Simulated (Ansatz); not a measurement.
## BPNH5ClF: nudged elastic band (part 1 of 2)

System: BPNH5ClF.
Method: RKS PBE0-D4/6-31G* (Ansatz 0.2.0).

The run did not end well. It belongs to a series of runs on one base structure; here: band between the two ends.

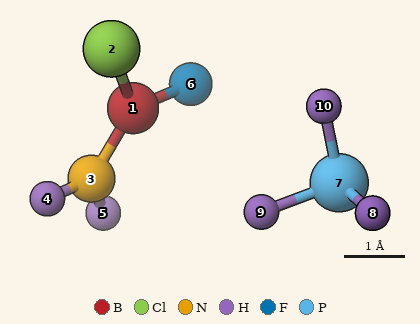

Figure 1. The input geometry (ball-and-stick view, seen at a tilt; atoms are numbered from 1 in the order of the input). Bond lengths as drawn: B–Cl 1.77 Å, B–F 1.33 Å, B–N 1.39 Å, H–N 1.01 Å and H–P 1.42 Å.

**The input**
```yaml
crystal:
  periodic: [false, false, false]
  atoms:
    - { symbol: B, position_ang: [0.178755, -0.439557, -0.151001] }
    - { symbol: Cl, position_ang: [0.196808, -1.377626, 1.351261] }
    - { symbol: "N", position_ang: [1.284774, -0.420799, -0.993802] }
    - { symbol: H, position_ang: [2.128424, -0.938328, -0.808812] }
    - { symbol: H, position_ang: [1.285642, 0.10957, -1.85191] }
    - { symbol: F, position_ang: [-0.914558, 0.259733, -0.445154] }
    - { symbol: P, position_ang: [0.058113, 3.090074, 1.076699] }
    - { symbol: H, position_ang: [0.777805, 3.720136, 2.129829] }
    - { symbol: H, position_ang: [1.121896, 2.191569, 0.78103] }
    - { symbol: H, position_ang: [-0.586059, 2.173326, 1.95056] }
basis:
  gaussian: { orbitals: "6-31G*" }
hamiltonian:
  xc: pbe0
  dispersion: d4
neb:
  order_check: false
  images: 7
  f_tol: 0.03
  max_iterations: 55
  optimiser: lbfgs
  climbing: true
  final_atoms:
    - { symbol: B, position_ang: [0.0531671, 1.20305987, -0.39359275] }
    - { symbol: Cl, position_ang: [0.71191327, -1.2168122, 2.43315068] }
    - { symbol: "N", position_ang: [0.90397639, 0.07704649, -0.52952208] }
    - { symbol: H, position_ang: [0.60877794, -0.71099894, -1.09385203] }
    - { symbol: H, position_ang: [1.90882772, 0.16352317, -0.46545074] }
    - { symbol: F, position_ang: [-1.21888152, 1.06481855, -0.77009547] }
    - { symbol: P, position_ang: [0.66614345, 2.92186502, 0.24801344] }
    - { symbol: H, position_ang: [-0.40034221, 3.12535937, 1.16164991] }
    - { symbol: H, position_ang: [1.58123238, 2.43017425, 1.21757073] }
    - { symbol: H, position_ang: [0.7167855, -0.68993759, 1.2308283] }
  initial_path:
    images:
      - { positions_ang: [[0.178755, -0.439557, -0.151001], [0.196808, -1.377626, 1.351261], [1.284774, -0.420799, -0.993802], [2.128424, -0.938328, -0.808812], [1.285642, 0.10957, -1.85191], [-0.914558, 0.259733, -0.445154], [0.058113, 3.090074, 1.076699], [0.777805, 3.720136, 2.129829], [1.121896, 2.191569, 0.78103], [-0.586059, 2.173326, 1.95056]] }
      - { positions_ang: [[0.12682085, -0.32497049, -0.11250257], [0.13478514, -1.0225108, 1.56663309], [1.29359511, -0.32600356, -0.93480655], [2.03461341, -0.94864125, -0.85537652], [1.41661765, 0.29593622, -1.64914944], [-0.97704374, 0.20876697, -0.50110141], [0.07967254, 2.84649035, 0.97724939], [0.75652507, 3.32710141, 2.09445355], [1.08975244, 2.35134405, 0.53407038], [-0.42373846, 1.96058509, 1.9192301]] }
      - { positions_ang: [[0.0748867, -0.21038397, -0.07400415], [0.07276227, -0.6673956, 1.78200517], [1.30241623, -0.23120811, -0.87581111], [1.94080281, -0.9589545, -0.90194105], [1.54759329, 0.48230244, -1.44638889], [-1.03952949, 0.15780094, -0.55704882], [0.10123208, 2.6029067, 0.87779978], [0.73524514, 2.93406682, 2.0590781], [1.05760889, 2.5111191, 0.28711077], [-0.26141792, 1.74784418, 1.88790019]] }
      - { positions_ang: [[0.02295255, -0.09579746, -0.03550572], [0.01073941, -0.31228039, 1.99737726], [1.31123734, -0.13641267, -0.81681566], [1.84699222, -0.96926774, -0.94850557], [1.67856894, 0.66866867, -1.24362833], [-1.10201523, 0.10683491, -0.61299623], [0.12279161, 2.35932305, 0.77835017], [0.71396521, 2.54103223, 2.02370264], [1.02546533, 2.67089415, 0.04015115], [-0.09909738, 1.53510327, 1.85657029]] }
      - { positions_ang: [[-0.0289816, 0.01878905, 0.0029927], [-0.05128346, 0.04283481, 2.21274935], [1.32005846, -0.04161723, -0.75782021], [1.75318162, -0.97958099, -0.9950701], [1.80954459, 0.85503489, -1.04086777], [-1.16450098, 0.05586888, -0.66894364], [0.14435115, 2.1157394, 0.67890056], [0.69268528, 2.14799764, 1.98832719], [0.99332177, 2.8306692, -0.20680846], [0.06322317, 1.32236236, 1.82524039]] }
      - { positions_ang: [[-0.00844443, 0.31485676, -0.09615366], [0.13951572, -0.27207694, 2.26784968], [1.21603794, -0.0119513, -0.70074568], [1.4670807, -0.91243548, -1.01976558], [1.83436537, 0.68215696, -0.89701352], [-1.17809611, 0.30810629, -0.6942316], [0.27479923, 2.3172708, 0.57117878], [0.41942841, 2.39233807, 1.78165787], [1.14029942, 2.73054546, 0.14928633], [0.22661375, 0.81928738, 1.67663737]] }
      - { positions_ang: [[0.01209275, 0.61092446, -0.19530002], [0.3303149, -0.5869887, 2.32295001], [1.11201742, 0.01771463, -0.64367115], [1.18097978, -0.84528996, -1.04446106], [1.85918615, 0.50927903, -0.75315926], [-1.19169125, 0.56034371, -0.71951955], [0.4052473, 2.51880221, 0.463457], [0.14617153, 2.6366785, 1.57498855], [1.28727707, 2.63042172, 0.50538113], [0.39000433, 0.31621239, 1.52803434]] }
      - { positions_ang: [[0.03262992, 0.90699217, -0.29444638], [0.52111408, -0.90190045, 2.37805035], [1.00799691, 0.04738056, -0.58659662], [0.89487886, -0.77814445, -1.06915655], [1.88400694, 0.3364011, -0.609305], [-1.20528639, 0.81258113, -0.74480751], [0.53569537, 2.72033362, 0.35573522], [-0.12708534, 2.88101894, 1.36831923], [1.43425472, 2.53029799, 0.86147593], [0.55339491, -0.1868626, 1.37943132]] }
      - { positions_ang: [[0.0531671, 1.20305987, -0.39359275], [0.71191327, -1.2168122, 2.43315068], [0.90397639, 0.07704649, -0.52952208], [0.60877794, -0.71099894, -1.09385203], [1.90882772, 0.16352317, -0.46545074], [-1.21888152, 1.06481855, -0.77009547], [0.66614345, 2.92186502, 0.24801344], [-0.40034221, 3.12535937, 1.16164991], [1.58123238, 2.43017425, 1.21757073], [0.7167855, -0.68993759, 1.2308283]] }
```

Hardware: 2 threads of Arm Neoverse V2, 24 GiB of memory available, shared host.

Run as:
```bash
ansatz run input.yaml --threads 2 --pin off --max-ram 3072MiB --backend cpu --events-out ev --progress --plain --runs-dir out
```

**The program's output**
```
Engine: ansatz 0.2.0, aarch64-unknown-linux-gnu
Functional definition: PBE0
  parameter a = 0.25
  parameter kappa = 0.804
  parameter beta = 0.06672455060314922
  exchange = (1 - a)*pbe_x(kappa = kappa, mu = beta*pi^2/3) + a*exact_x
  correlation = pbe_c(beta = beta)
998 factors; integrals over basis functions are off by at most 4.6e-4 eV
mean field evaluation 1: about -26761.1684 eV, gradient 4.9e1 eV
mean field evaluation 2: about -26758.0037 eV, gradient 6.2e1 eV
mean field evaluation 4: about -26765.5758 eV, gradient 1.7e0 eV
mean field evaluation 8: about -26765.6021 eV, gradient 4.8e-2 eV
mean field -26765.60213071 eV, -983.6177359268 hartree, gradient 2.7e-5 eV, S^2 0.000000; 0 other end points of the search recorded, 0 dependent functions left out
the calculation of the forces begins
reference -26765.60215568 eV, -983.6177368446 hartree; 29, 29 occupied and 64, 64 virtual orbitals, 998 factors
993 factors; integrals over basis functions are off by at most 7.1e-4 eV
mean field evaluation 16: about -26760.7355 eV, gradient 4.7e1 eV
mean field -26764.80196827 eV, -983.5883304994 hartree, gradient 2.4e-5 eV, S^2 0.000000; 0 other end points of the search recorded, 0 dependent functions left out
[... from here on the field's lines of each further geometry are left out, up to the last ...]
NEB iter   1: max|band force component| = 4.847e1 eV/Å  barrier→ = 12.4540 eV  barrier← = 11.6619 eV  Δτ_max = 0.2000 Å  (235 SCF iters)
NEB iter   2: max|band force component| = 8.581e0 eV/Å  barrier→ = 6.8866 eV  barrier← = 6.0945 eV  Δτ_max = 0.0659 Å  (204 SCF iters)
NEB iter   3: max|band force component| = 4.619e0 eV/Å  barrier→ = 5.9753 eV  barrier← = 5.1832 eV  Δτ_max = 0.1174 Å  (201 SCF iters)
NEB iter   4: max|band force component| = 3.096e0 eV/Å  barrier→ = 4.4429 eV  barrier← = 3.6508 eV  Δτ_max = 0.1394 Å  (203 SCF iters)
NEB iter   5: max|band force component| = 2.394e0 eV/Å  barrier→ = 3.6287 eV  barrier← = 2.8366 eV  Δτ_max = 0.1651 Å  (201 SCF iters)
NEB iter   6: max|band force component| = 3.532e0 eV/Å  barrier→ = 3.2674 eV  barrier← = 2.4753 eV  Δτ_max = 0.0632 Å  (208 SCF iters)
NEB iter   7: max|band force component| = 2.185e0 eV/Å  barrier→ = 3.1656 eV  barrier← = 2.3735 eV  Δτ_max = 0.0219 Å  (200 SCF iters)
NEB iter   8: max|band force component| = 1.227e0 eV/Å  barrier→ = 3.1166 eV  barrier← = 2.3246 eV  Δτ_max = 0.0513 Å  (205 SCF iters)
NEB iter   9: max|band force component| = 1.163e0 eV/Å  barrier→ = 2.9964 eV  barrier← = 2.2043 eV  Δτ_max = 0.0384 Å  (202 SCF iters)
NEB iter  10: max|band force component| = 1.301e0 eV/Å  barrier→ = 2.9012 eV  barrier← = 2.1092 eV  Δτ_max = 0.0222 Å  (205 SCF iters)
NEB iter  11: max|band force component| = 9.465e-1 eV/Å  barrier→ = 2.8567 eV  barrier← = 2.0646 eV  Δτ_max = 0.0234 Å  (196 SCF iters)
NEB iter  12: max|band force component| = 9.211e-1 eV/Å  barrier→ = 2.7960 eV  barrier← = 2.0039 eV  Δτ_max = 0.1142 Å  (195 SCF iters)
NEB iter  13: max|band force component| = 1.565e0 eV/Å  barrier→ = 2.5383 eV  barrier← = 1.7462 eV  Δτ_max = 0.0245 Å  (199 SCF iters)
NEB iter  14: max|band force component| = 1.195e0 eV/Å  barrier→ = 2.4997 eV  barrier← = 1.7076 eV  Δτ_max = 0.0197 Å  (207 SCF iters)
NEB iter  15: max|band force component| = 7.716e-1 eV/Å  barrier→ = 2.4598 eV  barrier← = 1.6677 eV  Δτ_max = 0.0469 Å  (201 SCF iters)
NEB iter  16: max|band force component| = 7.403e-1 eV/Å  barrier→ = 2.3728 eV  barrier← = 1.5807 eV  Δτ_max = 0.1519 Å  (206 SCF iters)
NEB iter  17: max|band force component| = 1.106e0 eV/Å  barrier→ = 2.1427 eV  barrier← = 1.3507 eV  Δτ_max = 0.0191 Å  (203 SCF iters)
NEB iter  18: max|band force component| = 8.337e-1 eV/Å  barrier→ = 2.1272 eV  barrier← = 1.3351 eV  Δτ_max = 0.0132 Å  (195 SCF iters)
NEB iter  19: max|band force component| = 1.266e0 eV/Å  barrier→ = 2.1220 eV  barrier← = 1.3299 eV  CI = image 4  Δτ_max = 0.0197 Å  (176 SCF iters)
NEB iter  20: max|band force component| = 1.320e0 eV/Å  barrier→ = 2.1794 eV  barrier← = 1.3873 eV  CI = image 4  Δτ_max = 0.0200 Å  (168 SCF iters)
NEB iter  21: max|band force component| = 1.306e0 eV/Å  barrier→ = 2.2427 eV  barrier← = 1.4506 eV  CI = image 4  Δτ_max = 0.0197 Å  (161 SCF iters)
NEB iter  22: max|band force component| = 1.272e0 eV/Å  barrier→ = 2.3068 eV  barrier← = 1.5147 eV  CI = image 4  Δτ_max = 0.0192 Å  (155 SCF iters)
NEB iter  23: max|band force component| = 1.228e0 eV/Å  barrier→ = 2.3694 eV  barrier← = 1.5773 eV  CI = image 4  Δτ_max = 0.2000 Å  (156 SCF iters)
NEB iter  24: max|band force component| = 7.386e-1 eV/Å  barrier→ = 2.8637 eV  barrier← = 2.0716 eV  CI = image 4  Δτ_max = 0.2000 Å  (208 SCF iters)
NEB iter  25: max|band force component| = 1.547e0 eV/Å  barrier→ = 2.7658 eV  barrier← = 1.9737 eV  CI = image 4  Δτ_max = 0.0274 Å  (208 SCF iters)
NEB iter  26: max|band force component| = 1.255e0 eV/Å  barrier→ = 2.6791 eV  barrier← = 1.8870 eV  CI = image 4  Δτ_max = 0.0523 Å  (183 SCF iters)
NEB iter  27: max|band force component| = 1.783e0 eV/Å  barrier→ = 2.6688 eV  barrier← = 1.8767 eV  CI = image 4  Δτ_max = 0.0360 Å  (180 SCF iters)
NEB iter  28: max|band force component| = 1.159e0 eV/Å  barrier→ = 2.6558 eV  barrier← = 1.8637 eV  CI = image 4  Δτ_max = 0.0145 Å  (174 SCF iters)
NEB iter  29: max|band force component| = 1.327e0 eV/Å  barrier→ = 2.6809 eV  barrier← = 1.8888 eV  CI = image 4  Δτ_max = 0.0263 Å  (160 SCF iters)
NEB iter  30: max|band force component| = 1.076e0 eV/Å  barrier→ = 2.6883 eV  barrier← = 1.8962 eV  CI = image 4  Δτ_max = 0.0118 Å  (176 SCF iters)
NEB iter  31: max|band force component| = 1.003e0 eV/Å  barrier→ = 2.7050 eV  barrier← = 1.9129 eV  CI = image 4  Δτ_max = 0.1621 Å  (159 SCF iters)
NEB iter  32: max|band force component| = 1.974e0 eV/Å  barrier→ = 2.9022 eV  barrier← = 2.1101 eV  CI = image 4  Δτ_max = 0.0370 Å  (207 SCF iters)
NEB iter  33: max|band force component| = 1.474e0 eV/Å  barrier→ = 2.7735 eV  barrier← = 1.9814 eV  CI = image 4  Δτ_max = 0.0098 Å  (185 SCF iters)
NEB iter  34: max|band force component| = 6.075e-1 eV/Å  barrier→ = 2.7554 eV  barrier← = 1.9634 eV  CI = image 4  Δτ_max = 0.0147 Å  (180 SCF iters)
NEB iter  35: max|band force component| = 6.237e-1 eV/Å  barrier→ = 2.7488 eV  barrier← = 1.9567 eV  CI = image 4  Δτ_max = 0.0101 Å  (178 SCF iters)
NEB iter  36: max|band force component| = 4.290e-1 eV/Å  barrier→ = 2.7416 eV  barrier← = 1.9495 eV  CI = image 4  Δτ_max = 0.0093 Å  (171 SCF iters)
NEB iter  37: max|band force component| = 4.899e-1 eV/Å  barrier→ = 2.7418 eV  barrier← = 1.9498 eV  CI = image 4  Δτ_max = 0.0079 Å  (151 SCF iters)
NEB iter  38: max|band force component| = 2.957e-1 eV/Å  barrier→ = 2.7385 eV  barrier← = 1.9464 eV  CI = image 4  Δτ_max = 0.0071 Å  (160 SCF iters)
NEB iter  39: max|band force component| = 3.367e-1 eV/Å  barrier→ = 2.7394 eV  barrier← = 1.9473 eV  CI = image 4  Δτ_max = 0.0054 Å  (148 SCF iters)
NEB iter  40: max|band force component| = 2.490e-1 eV/Å  barrier→ = 2.7379 eV  barrier← = 1.9458 eV  CI = image 4  Δτ_max = 0.0062 Å  (161 SCF iters)
NEB iter  41: max|band force component| = 3.036e-1 eV/Å  barrier→ = 2.7387 eV  barrier← = 1.9466 eV  CI = image 4  Δτ_max = 0.0051 Å  (150 SCF iters)
NEB iter  42: max|band force component| = 2.008e-1 eV/Å  barrier→ = 2.7376 eV  barrier← = 1.9455 eV  CI = image 4  Δτ_max = 0.0046 Å  (153 SCF iters)
NEB iter  43: max|band force component| = 2.122e-1 eV/Å  barrier→ = 2.7376 eV  barrier← = 1.9456 eV  CI = image 4  Δτ_max = 0.0034 Å  (141 SCF iters)
NEB iter  44: max|band force component| = 1.651e-1 eV/Å  barrier→ = 2.7366 eV  barrier← = 1.9445 eV  CI = image 4  Δτ_max = 0.0041 Å  (154 SCF iters)
NEB iter  45: max|band force component| = 2.222e-1 eV/Å  barrier→ = 2.7360 eV  barrier← = 1.9439 eV  CI = image 4  Δτ_max = 0.0039 Å  (144 SCF iters)
NEB iter  46: max|band force component| = 1.404e-1 eV/Å  barrier→ = 2.7345 eV  barrier← = 1.9424 eV  CI = image 4  Δτ_max = 0.0033 Å  (152 SCF iters)
NEB iter  47: max|band force component| = 1.810e-1 eV/Å  barrier→ = 2.7333 eV  barrier← = 1.9412 eV  CI = image 4  Δτ_max = 0.0029 Å  (142 SCF iters)
NEB iter  48: max|band force component| = 1.484e-1 eV/Å  barrier→ = 2.7317 eV  barrier← = 1.9396 eV  CI = image 4  Δτ_max = 0.0037 Å  (153 SCF iters)
NEB iter  49: max|band force component| = 1.901e-1 eV/Å  barrier→ = 2.7298 eV  barrier← = 1.9377 eV  CI = image 4  Δτ_max = 0.0038 Å  (144 SCF iters)
NEB iter  50: max|band force component| = 1.770e-1 eV/Å  barrier→ = 2.7278 eV  barrier← = 1.9357 eV  CI = image 4  Δτ_max = 0.0036 Å  (152 SCF iters)
NEB iter  51: max|band force component| = 2.156e-1 eV/Å  barrier→ = 2.7258 eV  barrier← = 1.9337 eV  CI = image 4  Δτ_max = 0.0036 Å  (141 SCF iters)
NEB iter  52: max|band force component| = 1.780e-1 eV/Å  barrier→ = 2.7236 eV  barrier← = 1.9315 eV  CI = image 4  Δτ_max = 0.0046 Å  (150 SCF iters)
NEB iter  53: max|band force component| = 2.060e-1 eV/Å  barrier→ = 2.7210 eV  barrier← = 1.9289 eV  CI = image 4  Δτ_max = 0.0042 Å  (144 SCF iters)
NEB iter  54: max|band force component| = 2.120e-1 eV/Å  barrier→ = 2.7186 eV  barrier← = 1.9265 eV  CI = image 4  Δτ_max = 0.0034 Å  (152 SCF iters)
the calculation of the forces begins
reference -26764.57525559 eV, -983.5799989624 hartree; 29, 29 occupied and 64, 64 virtual orbitals, 998 factors
these checks for a lower state are left out or cut short: starts, cluster_reference, orbital_swaps, neighbouring_geometries, increment
997 factors; integrals over basis functions are off by at most 6.8e-4 eV
mean field -26764.73713396 eV, -983.5859478826 hartree, gradient 8.3e-5 eV, S^2 0.000000; 0 other end points of the search recorded, 0 dependent functions left out
the calculation of the forces begins
reference -26764.73715775 eV, -983.5859487568 hartree; 29, 29 occupied and 64, 64 virtual orbitals, 997 factors
NEB iter  55: max|band force component| = 1.998e-1 eV/Å  barrier→ = 2.7163 eV  barrier← = 1.9243 eV  CI = image 4  Δτ_max = 0.0094 Å  (146 SCF iters)
```
